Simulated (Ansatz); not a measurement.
BAs (zinc blende)

```xyz
4
Lattice="0.0000 4.8093 4.8093 2.4047 2.4047 4.8093 2.4047 2.4047 0.0000" Properties=species:S:1:pos:R:3 pbc="T T T"
As     3.6070     3.6070     3.6070
As     3.6070     6.0117     6.0117
B      0.0000     0.0000     0.0000
B      2.4047     4.8093     2.4047
```

The atoms are displaced by Q × the pattern below (from a DFPT mode at X = (0.5, 0.5, 0.0), largest move 1; Q in Å), at fixed cell. (q is in reciprocal vectors of the primitive cell; the cell shown is doubled to hold the pattern.)

| atom | x | y | z |
|---|---|---|---|
| B3 | 0.000 | 0.000 | 1.000 |
| B4 | 0.000 | 0.000 | -1.000 |

Atoms not listed stay in place.

Computed with PBE (plane waves to 420 eV, PAW, scalar-relativistic; Ansatz, an electronic-structure program). k mesh 12×12×12 (Γ-centred), Fermi-Dirac smearing 0.05 eV. E stands for the smeared free energy. Stress and pressure are positive under compression. BAs was relaxed with its symmetry unable to fall. The zero of ΔE is the undisplaced structure.

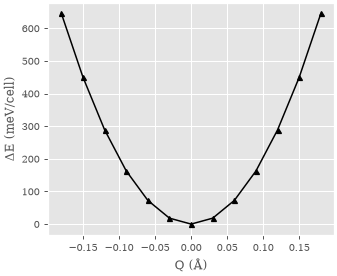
*ΔE (meV/cell) against Q (Å); one marker a computed point.*

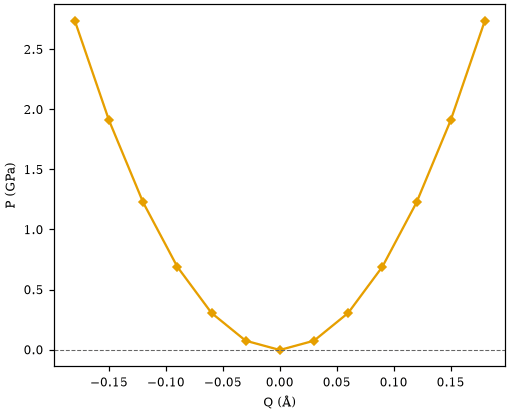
*P (GPa) against Q (Å); markers are the computed points, lines only join them.*

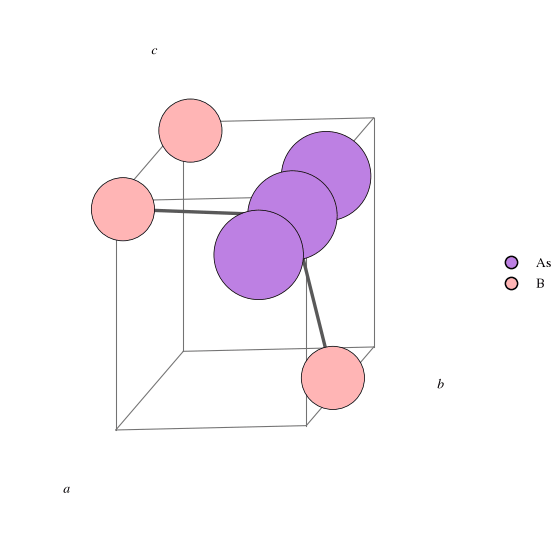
Fig. 1. The cell of the calculation at Q = 0.180 Å.

Space group of the distorted cell: P-4m2 (No. 115), lowered from F-43m. Symmetry of the curve: even: the same for both signs. Wavenumber by perturbation theory (DFPT, on another k mesh): 713 cm⁻¹. Harmonic wavenumber from the curvature (finite differences): 713 cm⁻¹. Shape of the curve: a single well with its minimum at or next to zero displacement.

E″ = 40.37 eV/Å², M = Σ mᵢ|uᵢ|² = 21.6 u, ν̃ = 521.5·√(|E″|/M).

(For displaced atoms, the force is minus the slope of the energy, and its curvature is a force constant, which sets phonon frequencies.)
